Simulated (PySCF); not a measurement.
# SiAs from a short PySCF script

Aim: a converged result for SiAs from a short script.

The runs use PySCF 2.14.0; method and basis as typed in the script.

2 further runs of the same task are left out: 2 that didn't finish.

## Step 1: Where the work starts

SiAs: 2 atoms, charge 0, spin multiplicity 2.

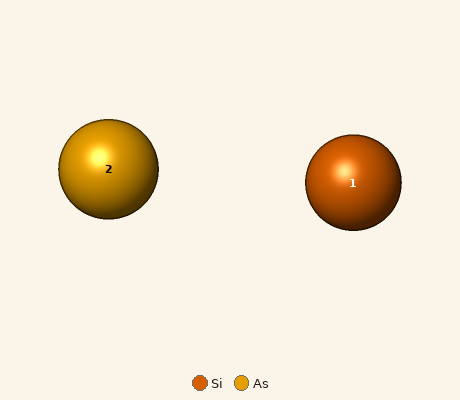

The starting geometry (silicon orange, arsenic amber); atoms are numbered from 1 in the order of the file.

## Step 2: The run

Contents of input.py:

```python
from pyscf import gto, scf
from pyscf.geomopt.geometric_solver import optimize

mol = gto.M(
    atom='Si 0 0 0; As 0 0 2.633',
    basis='cc-pvtz-f13',
    charge=0,
    spin=1,
    verbose=4,
)
mf = scf.UHF(mol)
mf = mf.sfx2c1e()
mf = mf.newton()
mf.kernel()
mol_eq = optimize(mf, maxsteps=30)
print('optimised geometry (angstrom)')
print(mol_eq.tostring('raw'))
print('orbital energies (hartree):', [e[max(0, n-3):n+3].round(4) for e, n in zip(mf.mo_energy, mol.nelec)])
```

Command:

```console
> OMP_NUM_THREADS=1 python input.py
```

The program printed:

```text
KeyError: 'Basis set cc-pvtz-f13 does not exist'

During handling of the above exception, another exception occurred:

pyscf.lib.exceptions.BasisNotFoundError: cc-pvtz-f13
```

Wall time 0.82 s (1 thread of Arm Neoverse V2, shared host).

## Step 3: What went wrong

The run stopped before any cycle. The basis name cc-pvtz-f13 is unknown, or holds no functions for an element of this system.

## Step 4: The mended script

input.py: that of step 2 with these lines changed.

```diff
@@ -5,3 +5,3 @@
     atom='Si 0 0 0; As 0 0 2.633',
-    basis='cc-pvtz-f13',
+    basis='x2c-svpall',
     charge=0,
```

Command:

```console
> OMP_NUM_THREADS=1 python input.py
```

Its last lines:

```text
[... earlier lines left out ...]
    #| If this code has benefited your research, please support us by citing: |#
    #| Wang, L.-P.; Song, C.C. (2016) "Geometry optimization made simple with |#
    #| translation and rotation coordinates", J. Chem, Phys. 144, 214108.     |#
    #|                                     |#
optimised geometry (angstrom)
Si         -0.00000000        0.00000000        0.19272642
As          0.00000000       -0.00000000        2.44027358
orbital energies (hartree): [array([-0.356 , -0.3514, -0.3192,  0.0161,  0.0615,  0.1137]), array([-0.5532, -0.3062, -0.3032, -0.0161,  0.0612,  0.0759])]
```

Run time: 13 s. Hardware: 1 thread of Arm Neoverse V2, shared host; peak memory 0.18 GiB.

## Step 5: Outcome

| quantity | value |
| --- | --- |
| first try | stops with BasisNotFoundError (cc-pvtz-f13) |
| edit | basis set: cc-pvtz-f13 → x2c-svpall |
| second try | at the starting geometry E(SCF) = -2548.007784 Eh, 4 macro-iterations, ⟨S²⟩ = 1.689, optimised bond 2.248 Å in 7 steps; the optimisation lowers the energy by 0.438 eV |

In words: With that edit the run ends normally. ⟨S²⟩ = 1.69 against 0.75 for a pure state: the determinant is spin-contaminated.
